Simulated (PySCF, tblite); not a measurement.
# CH₁₂BN₃Si₂: geometry, infrared bands and NMR shifts

What infrared bands and NMR shifts should CH₁₂BN₃Si₂ (`CNB(N)[SiH2]N[SiH3]`) show?

The runs use tblite 0.8.0 and PySCF 2.14.0, with density-fitted response routines of our own; the level of theory stands in each step. All values are computed, except where a source is named. Atoms are numbered from 0 throughout.

## 1. The molecule as given

19 atoms, charge 0, multiplicity 1; geometry from: force field or distance geometry start.

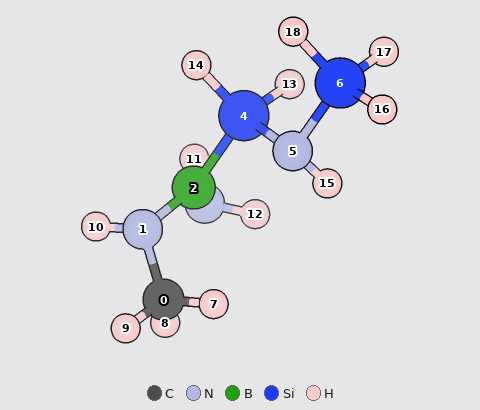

As it starts; carbon dark grey, nitrogen light blue, boron green, silicon blue, hydrogen pink, atoms numbered; sticks join atoms by distance.

## 2. Optimising the geometry with GFN2-xTB

The job: settings as JSON, then the geometry in Å.

```
{"job": {"kind": "relax", "xc": "GFN2-xTB", "basis": "xTB"}, "charge": 0, "multiplicity": 1}
C     -2.625100    -0.770400    -0.769000
N     -2.003600    -0.539400     0.520300
B     -1.026500     0.637400     0.453800
N     -1.559600     2.046900     0.141000
Si     0.859100     0.348800     0.757900
N      1.470500    -0.809000    -0.470500
Si     3.231400    -1.006300    -0.181500
H     -1.863100    -0.994200    -1.538500
H     -3.229600     0.112900    -1.079500
H     -3.319700    -1.641800    -0.689600
H     -2.747100    -0.295900     1.218000
H     -1.273500     2.652300     0.943700
H     -1.066500     2.379600    -0.694200
H      1.574000     1.632400     0.623300
H      1.051700    -0.188600     2.103500
H      1.371600    -0.348500    -1.388500
H      3.787500    -1.924800    -1.178900
H      3.907600     0.285900    -0.289100
H      3.451200    -1.568300     1.169600
```

Command:

```sh
> OMP_NUM_THREADS=1 python probes_run.py task.json out
```

One launch serves the whole session: the jobs run in the order shown.

The program printed:

```text
step      E/eV     max force
  0    -590.80499    1.964
  1    -591.01556    1.408
  2    -591.12941    0.607
  3    -591.16462    0.567
  4    -591.21222    0.432
  5    -591.23653    0.460
  6    -591.27449    0.541
  7    -591.29840    0.494
  8    -591.32435    0.445
  9    -591.34541    0.339
 10    -591.36327    0.378
 11    -591.38029    0.358
 12    -591.39355    0.304
 13    -591.40444    0.320
 14    -591.41284    0.196
 15    -591.42250    0.232
 16    -591.42841    0.251
 17    -591.43947    0.269
 18    -591.44863    0.253
 19    -591.45765    0.249
 20    -591.46564    0.238
 21    -591.47487    0.339
 22    -591.48293    0.629
 23    -591.49498    0.337
 24    -591.50960    0.366
 25    -591.52889    0.457
 26    -591.55998    0.645
 27    -591.61336    0.982
 28    -591.67152    1.263
 29    -591.79257    1.369
 30    -591.84762    1.344
 31    -591.94817    1.712
 32    -592.03413    0.873
 33    -592.13883    0.630
 34    -592.30702    1.426
 35    -592.40531    0.583
 36    -592.44905    0.670
 37    -592.50785    0.777
 38    -592.56728    0.699
 39    -592.63943    0.883
 40    -592.71126    0.655
 41    -592.76401    0.613
 42    -592.79024    0.586
 43    -592.82753    0.368
 44    -592.85958    0.325
 45    -592.87194    0.296
 46    -592.88751    0.296
 47    -592.90292    0.302
 48    -592.92267    0.301
 49    -592.94035    0.512
 50    -592.95478    0.297
 51    -592.97189    0.350
 52    -592.99215    0.331
 53    -593.00926    0.324
 54    -593.03526    0.417
 55    -593.05638    0.489
 56    -593.07438    0.387
 57    -593.08955    0.300
 58    -593.09885    0.264
 59    -593.10845    0.243
 60    -593.11704    0.285
 61    -593.12443    0.203
 62    -593.12999    0.237
 63    -593.13462    0.235
 64    -593.13959    0.251
 65    -593.14411    0.164
 66    -593.14744    0.158
 67    -593.15030    0.113
 68    -593.15251    0.098
 69    -593.15424    0.095
 70    -593.15564    0.089
 71    -593.15718    0.105
 72    -593.15889    0.108
 73    -593.16061    0.095
 74    -593.16222    0.103
 75    -593.16398    0.105
 76    -593.16607    0.125
 77    -593.16843    0.132
 78    -593.17065    0.112
 79    -593.17246    0.131
 80    -593.17406    0.120
 81    -593.17596    0.089
 82    -593.17841    0.119
 83    -593.18117    0.124
 84    -593.18371    0.117
 85    -593.18600    0.122
 86    -593.18841    0.116
 87    -593.19138    0.149
 88    -593.19541    0.191
 89    -593.20144    0.157
 90    -593.20900    0.215
 91    -593.21593    0.163
 92    -593.21928    0.208
 93    -593.22255    0.128
 94    -593.22471    0.122
 95    -593.22736    0.141
 96    -593.22885    0.101
 97    -593.23024    0.069
 98    -593.23130    0.088
 99    -593.23241    0.091
100    -593.23382    0.130
101    -593.23539    0.107
102    -593.23680    0.097
103    -593.23818    0.089
104    -593.23934    0.117
105    -593.24026    0.094
106    -593.24104    0.081
107    -593.24182    0.064
108    -593.24264    0.073
109    -593.24356    0.074
110    -593.24436    0.103
111    -593.24508    0.056
112    -593.24555    0.044
113    -593.24590    0.037
114    -593.24628    0.044
115    -593.24670    0.060
116    -593.24711    0.050
117    -593.24742    0.042
118    -593.24769    0.042
119    -593.24800    0.042
120    -593.24846    0.049
121    -593.24886    0.037
122    -593.24915    0.034
123    -593.24935    0.037
124    -593.24957    0.048
125    -593.24989    0.059
126    -593.25029    0.061
127    -593.25067    0.057
128    -593.25093    0.037
129    -593.25111    0.028
130    -593.25130    0.030
131    -593.25153    0.035
132    -593.25181    0.048
133    -593.25206    0.039
134    -593.25224    0.031
135    -593.25236    0.026
136    -593.25250    0.024
137    -593.25263    0.026
138    -593.25277    0.026
139    -593.25288    0.025
140    -593.25298    0.023
141    -593.25304    0.016
142    -593.25307    0.013
143    -593.25310    0.017
144    -593.25316    0.024
145    -593.25326    0.036
146    -593.25343    0.043
147    -593.25363    0.041
148    -593.25377    0.022
149    -593.25384    0.016
150    -593.25388    0.015
151    -593.25395    0.020
152    -593.25405    0.022
153    -593.25417    0.028
154    -593.25429    0.026
155    -593.25437    0.019
156    -593.25443    0.019
157    -593.25448    0.017
158    -593.25453    0.020
159    -593.25460    0.019
160    -593.25468    0.031
161    -593.25480    0.034
162    -593.25494    0.035
163    -593.25508    0.035
164    -593.25518    0.025
165    -593.25526    0.019
166    -593.25531    0.015
167    -593.25536    0.014
168    -593.25540    0.014
169    -593.25544    0.015
170    -593.25549    0.013
171    -593.25552    0.012
172    -593.25555    0.009
```

Wall time 1.5 s (1 thread of Arm Neoverse V1, shared host); peak memory 0.18 GiB.

Relaxation path: (not every step is listed)

```tsv
step	energy from step 0 (eV)	largest force (eV/Å)
0	0.0000	1.9638
1	-0.2106	1.4081
2	-0.3244	0.6074
3	-0.3596	0.5667
4	-0.4072	0.4316
5	-0.4315	0.4602
6	-0.4695	0.5406
7	-0.4934	0.4944
8	-0.5194	0.4454
23	-0.6900	0.3369
38	-1.7623	0.6988
53	-2.2043	0.3238
68	-2.3475	0.0978
83	-2.3762	0.1244
98	-2.4263	0.0880
113	-2.4409	0.0373
128	-2.4459	0.0366
143	-2.4481	0.0170
158	-2.4495	0.0198
167	-2.4504	0.0144
168	-2.4504	0.0136
169	-2.4505	0.0153
170	-2.4505	0.0131
171	-2.4505	0.0116
172	-2.4506	0.0092
```

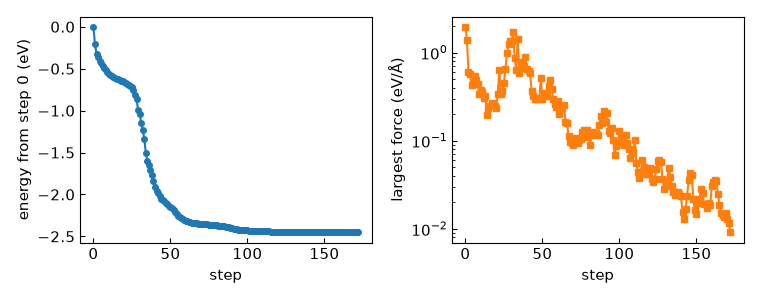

Energy and largest force along the relaxation.

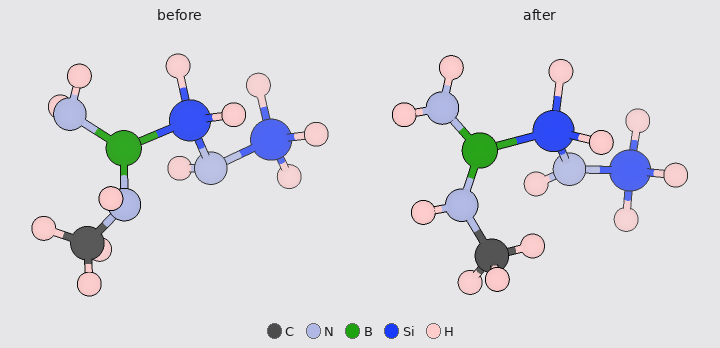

The geometry before (left) and after (right).

Close pairs (by a distance rule), those that changed most:

```tsv
bond	before (Å)	after (Å)	change (Å)
B2–N3	1.539	1.409	-0.130
N1–B2	1.531	1.404	-0.127
N5–Si6	1.795	1.724	-0.072
Si4–N5	1.795	1.752	-0.044
N3–H11	1.045	1.007	-0.039
N1–H10	1.048	1.011	-0.037
B2–Si4	1.932	1.960	+0.028
N5–H15	1.032	1.007	-0.024
```

The next job starts from the end point, and lists it.

## 3. Vibrational analysis with GFN2-xTB

The job: settings as JSON, then the geometry in Å.

```
{"job": {"kind": "ir", "xc": "GFN2-xTB", "basis": "xTB"}, "charge": 0, "multiplicity": 1}
C     -1.956078    -1.186779    -0.467160
N     -2.080605     0.217016    -0.159777
B     -1.111236     1.075376     0.383072
N     -1.502198     2.407651     0.625064
Si     0.709334     0.508438     0.836909
N      1.431427    -0.381981    -0.487413
Si     2.961913    -1.172227    -0.556096
H     -0.942892    -1.515627    -0.248959
H     -2.166839    -1.380473    -1.525065
H     -2.652277    -1.785894     0.130254
H     -3.007948     0.569348    -0.354933
H     -2.424604     2.766375     0.440522
H     -0.886438     3.099851     1.009965
H      1.637171     1.618325     1.181991
H      0.863989    -0.416240     1.982726
H      1.015516    -0.197183    -1.386016
H      2.905503    -2.043444    -1.735192
H      4.085602    -0.235705    -0.696613
H      3.110856    -1.937576     0.678483
```

The program printed:

```text
mode    cm-1     km/mol
  1      29.3      0.57
  2      51.5      0.38
  3      67.1      0.48
  4      97.9      0.18
  5     135.4      0.87
  6     162.7      1.82
  7     169.8      1.08
  8     198.6      0.92
  9     275.3      1.01
 10     333.0     26.44
 11     356.7     43.72
 12     436.9    105.79
 13     454.8     21.91
 14     496.4     61.64
 15     513.8     16.83
 16     544.8      3.92
 17     558.3     45.23
 18     576.5     45.62
 19     619.1     23.51
 20     623.0    146.09
 21     711.9    216.98
 22     738.9    345.31
 23     764.9    208.00
 24     804.9    112.61
 25     820.2    290.59
 26     835.9     20.19
 27     854.4    424.84
 28     974.9    319.37
 29    1047.7     21.90
 30    1116.7      1.47
 31    1123.1      9.07
 32    1203.8    271.21
 33    1268.6     84.01
 34    1301.5     58.99
 35    1418.8     28.28
 36    1450.4    170.45
 37    1482.6      3.17
 38    1506.9     14.67
 39    1549.0     87.07
 40    2042.9    491.68
 41    2111.3    286.66
 42    2186.8    477.66
 43    2215.3    309.09
 44    2275.3    307.57
 45    2907.1     56.86
 46    2937.2     80.74
 47    3041.0     13.24
 48    3406.9     23.25
 49    3472.4      2.47
 50    3477.9     13.48
 51    3550.5      4.52
```

It took 0.79 s on 1 thread of Arm Neoverse V1, shared host; peak memory 0.18 GiB.

The strongest bands and the atoms that carry them (share of the mass-weighted mode):

```tsv
cm⁻¹	km/mol	atoms
739	345.3	H14 43 %, H13 37 %
820	290.6	H16 32 %, H17 24 %, H18 16 %, Si6 15 %
854	424.8	H13 43 %, H14 42 %
975	319.4	N5 56 %, H15 20 %, Si6 13 %
2043	491.7	H13 90 %
2187	477.7	H17 87 %
2215	309.1	H16 89 %
2275	307.6	H18 96 %
```

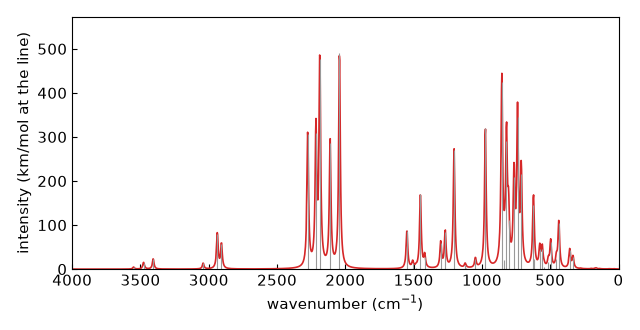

The infrared spectrum from these modes, unscaled. Lines are broadened to a width of 14 cm⁻¹ (Lorentzian).

## 4. Shielding tensors: PBE0/pcSseg-1

The job, as its differences from that of step 3:

```diff
@@ -1,2 +1,2 @@
-{"job": {"kind": "ir", "xc": "GFN2-xTB", "basis": "xTB"}, "charge": 0, "multiplicity": 1}
+{"job": {"kind": "nmr", "xc": "PBE0", "basis": "pcSseg-1"}, "charge": 0, "multiplicity": 1}
 C     -1.956078    -1.186779    -0.467160
```

With the program's defaults for keys left out, this is: GIAO PBE0/pcSseg-1 NMR shielding, non-relativistic, gas phase.

The program printed:

```text
coarse grid: 16048 points
cycle   1  E = -812.8372660310  dE =  5.478e-01  |g| = 6.193e-01  |ddm| = 3.786e+00
cycle   2  E = -812.7740669590  dE =  6.320e-02  |g| = 8.244e-01  |ddm| = 1.216e+00
cycle   3  E = -812.9217077016  dE = -1.476e-01  |g| = 9.010e-02  |ddm| = 7.787e-01
cycle   4  E = -812.9233648050  dE = -1.657e-03  |g| = 3.299e-02  |ddm| = 1.044e-01
cycle   5  E = -812.9235949275  dE = -2.301e-04  |g| = 9.901e-03  |ddm| = 3.297e-02
cycle   6  E = -812.9236140647  dE = -1.914e-05  |g| = 2.262e-03  |ddm| = 8.012e-03
cycle   7  E = -812.9236153316  dE = -1.267e-06  |g| = 4.785e-04  |ddm| = 2.842e-03
final grid: 143712 points
cycle   8  E = -812.9536269872  dE = -2.854e-05  |g| = 9.715e-03  |ddm| = 2.287e-02
cycle   9  E = -812.9536122342  dE =  1.475e-05  |g| = 1.290e-02  |ddm| = 1.656e-02
cycle  10  E = -812.9536474860  dE = -3.525e-05  |g| = 1.095e-03  |ddm| = 9.666e-03
cycle  11  E = -812.9536477544  dE = -2.684e-07  |g| = 2.601e-04  |ddm| = 1.104e-03
cycle  12  E = -812.9536477670  dE = -1.256e-08  |g| = 9.231e-05  |ddm| = 2.320e-04
cycle  13  E = -812.9536477687  dE = -1.722e-09  |g| = 2.233e-05  |ddm| = 7.896e-05
cycle  14  E = -812.9536477688  dE = -1.171e-10  |g| = 6.131e-06  |ddm| = 2.560e-05
converged SCF energy = -812.9536477688

GIAO shielding tensors (ppm)
atom      isotropic    diamagn.    paramagn.     s11        s22        s33       span
  0 C      151.530     246.964     -95.433    131.232    139.748    183.611     52.379
  1 N      175.243     321.083    -145.840     99.580    197.091    229.056    129.476
  2 B       75.206     200.298    -125.092     49.352     62.660    113.608     64.256
  3 N      187.905     316.156    -128.252    124.648    200.921    238.145    113.497
  4 Si     399.099     881.780    -482.681    351.535    377.284    468.478    116.943
  5 N      273.665     326.509     -52.844    255.856    261.043    304.096     48.240
  6 Si     403.707     879.300    -475.593    355.815    380.409    474.897    119.081
  7 H       28.012      32.375      -4.363     22.746     29.061     32.227      9.481
  8 H       28.784      30.180      -1.396     24.679     26.409     35.263     10.584
  9 H       28.712      29.052      -0.340     23.998     26.584     35.553     11.554
 10 H       29.129      32.559      -3.430     21.719     29.891     35.776     14.058
 11 H       29.220      30.772      -1.552     23.800     26.454     37.406     13.606
 12 H       29.143      31.393      -2.250     22.926     27.045     37.457     14.532
 13 H       26.891      30.400      -3.509     22.971     25.792     31.909      8.938
 14 H       26.725      30.468      -3.743     23.948     25.380     30.846      6.898
 15 H       32.674      35.976      -3.302     22.934     31.405     43.683     20.749
 16 H       26.932      28.501      -1.569     23.125     25.314     32.358      9.233
 17 H       26.924      28.054      -1.130     23.097     24.949     32.727      9.631
 18 H       27.030      28.864      -1.835     23.645     25.691     31.754      8.109
```

It took 44 s on 1 thread of Arm Neoverse V1, shared host; peak memory 0.86 GiB.

Shifts follow as δ = σ(reference) − σ, with reference shieldings (ppm) from runs at the same level and on the same kind of geometry: ¹H TMS 31.72, ¹³C TMS 186.9, ²⁹Si TMS 349.2, ¹⁵N NH3 267.7, ¹¹B BF3·OEt2 100.1. The references are single molecules in the gas phase, so shifts against H2O, NH3, PH3, H3PO4 or CFCl3 are not on the usual liquid scales and can be off by tens of ppm. Atoms listed in one row are averaged.

```tsv
atoms	environment	σ (ppm)	δ (ppm)	δ scaled to CDCl3
C0	methyl carbon bonded to N	151.5	35.4	32.6
H13, H14	hydrogen on a silicon bonded to B, N	26.81	4.91	–
H16, H17, H18	hydrogen on a silicon bonded to N	26.96	4.75	–
H7, H8, H9	hydrogen on a methyl carbon bonded to N	28.50	3.21	3.14
H10	hydrogen on a nitrogen bonded to C, B	29.13	2.59	–
H11, H12	hydrogen on a nitrogen bonded to B	29.18	2.54	–
H15	hydrogen on a nitrogen bonded to 2 Si	32.67	-0.96	–
N1	nitrogen bonded to C, B, H	175.2	92.5	–
N3	nitrogen bonded to B, 2 H	187.9	79.8	–
N5	nitrogen bonded to 2 Si, H	273.7	-5.9	–
B2	boron bonded to 2 N, Si	75.2	24.9	–
Si4	silicon bonded to B, N, 2 H	399.1	-49.9	–
Si6	silicon bonded to N, 3 H	403.7	-54.5	–
```

The scaled column applies a straight-line fit of computed shieldings to shifts measured in CDCl3 (root-mean-square error 0.16 ppm for H, 1.9 ppm for C).

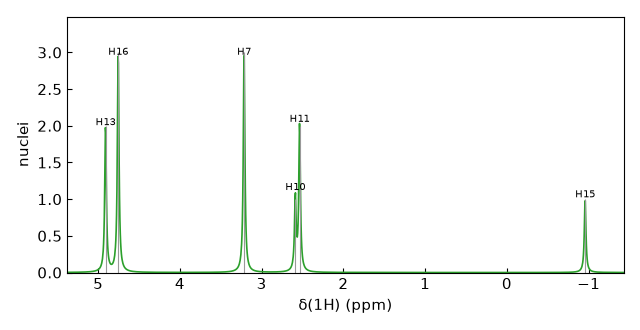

¹H lines at the computed shifts, without couplings. Lines are broadened to a width of 0.02 ppm (Lorentzian).

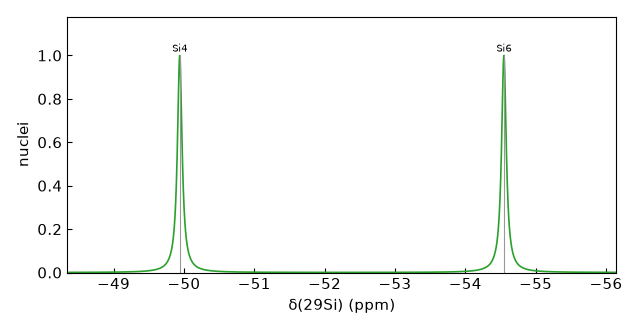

²⁹Si lines at the computed shifts, without couplings. Lines are broadened to a width of 0.08 ppm (Lorentzian).

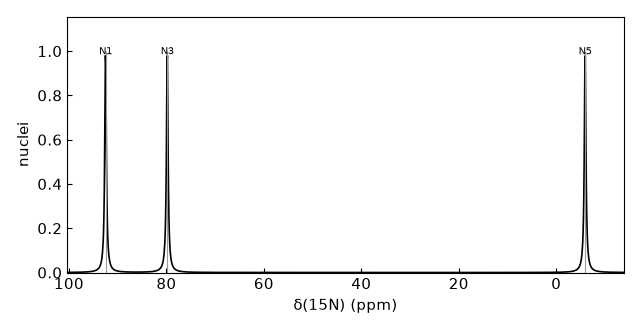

¹⁵N lines at the computed shifts, without couplings. Lines are broadened to a width of 0.39 ppm (Lorentzian).

Charges from the same density, by scheme (e):

```tsv
atoms	Mulliken	IAO	Hirshfeld	ESP fit
C0	-0.10	-0.30	-0.06	-0.21
N1	-0.54	-0.39	-0.19	-0.38
B2	0.19	0.00	0.07	0.16
N3	-0.48	-0.56	-0.26	-0.93
Si4	0.61	0.70	0.29	0.55
N5	-0.86	-0.93	-0.33	-0.71
Si6	0.63	0.75	0.35	0.49
```

Mulliken charges:

C0 -0.10; N1 -0.54; B2 0.19; N3 -0.48; Si4 0.61; N5 -0.86; Si6 0.63; H7 0.14; H8 0.10; H9 0.11; H10 0.17; H11 0.17; H12 0.19; H13 -0.11; H14 -0.09; H15 0.22; H16 -0.12; H17 -0.12; H18 -0.11

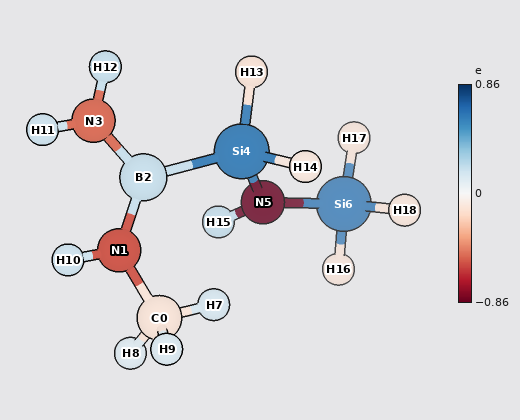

Mulliken charges, as colours on the atoms.

Mayer bond orders: C0–N1 0.98, N1–B2 1.21, B2–N3 1.22, B2–Si4 0.95, Si4–N5 0.87, N5–Si6 0.98.

The fields below are evaluated on a grid from the run's orbitals.

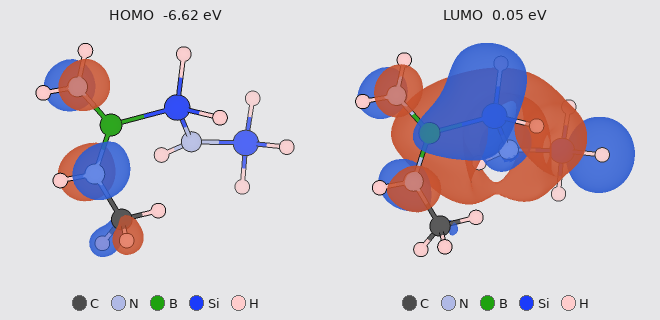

PBE0/pcSseg-1 orbitals near the gap, drawn at the value that encloses 70 % of each; the two colours are the two signs.

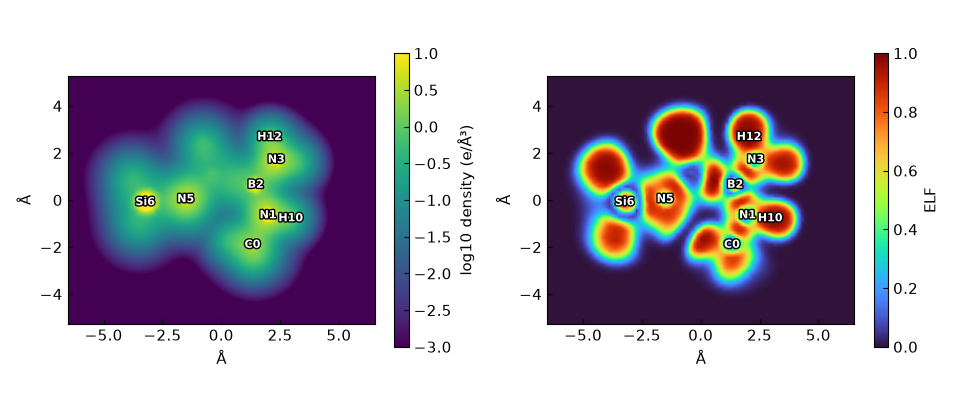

Density (left) and ELF (right) in a plane through or near 8 of the atoms.

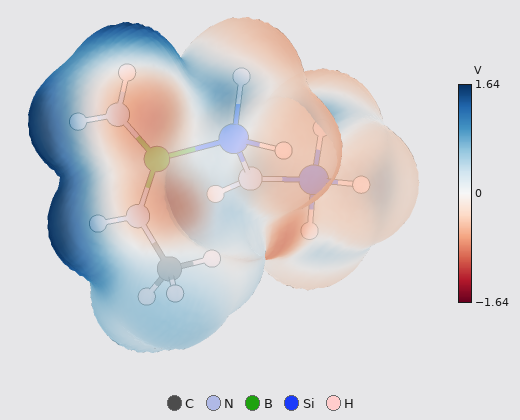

Electrostatic potential on the surface of density 0.002 e/bohr³; red is low, blue high. It runs from -0.69 V near N3 to 1.64 V near H11.

## 5. Results

| quantity | value |
| --- | --- |
| strongest single infrared mode (GFN2-xTB) | 2043 cm⁻¹, 492 km/mol |
| zero-point energy (GFN2-xTB) | 87.6 kcal/mol |
| ¹³C shifts against TMS (PBE0/pcSseg-1) | 35.4 ppm |
| ¹H shifts against TMS (PBE0/pcSseg-1, means over atoms taken as alike) | 4.91, 4.75, 3.21, 2.59, 2.54, -0.96 ppm |
| ¹⁵N shifts against NH3 (PBE0/pcSseg-1) | 92.5, 79.8, -5.9 ppm |
| ¹¹B shifts against BF3·OEt2 (PBE0/pcSseg-1) | 24.9 ppm |
| ²⁹Si shifts against TMS (PBE0/pcSseg-1) | -49.9, -54.5 ppm |
| surface potential, least and greatest | -0.69 V and 1.64 V |

**Reading.** The optimisation took 172 steps and gained 2.451 eV; among the close pairs (by a distance rule), B2–N3 changed most, from 1.539 to 1.409 Å. No mode is imaginary among the 51: a minimum at this level. The strongest single mode, at 2043 cm⁻¹, moves mainly H13. GFN2-xTB is a fitted tight-binding method: band positions and strengths are rough. Its intensities can rank the bands wrongly. At PBE0/pcSseg-1: Shielding is most anisotropic at N1 (span 129 ppm, paramagnetic term -146 ppm).
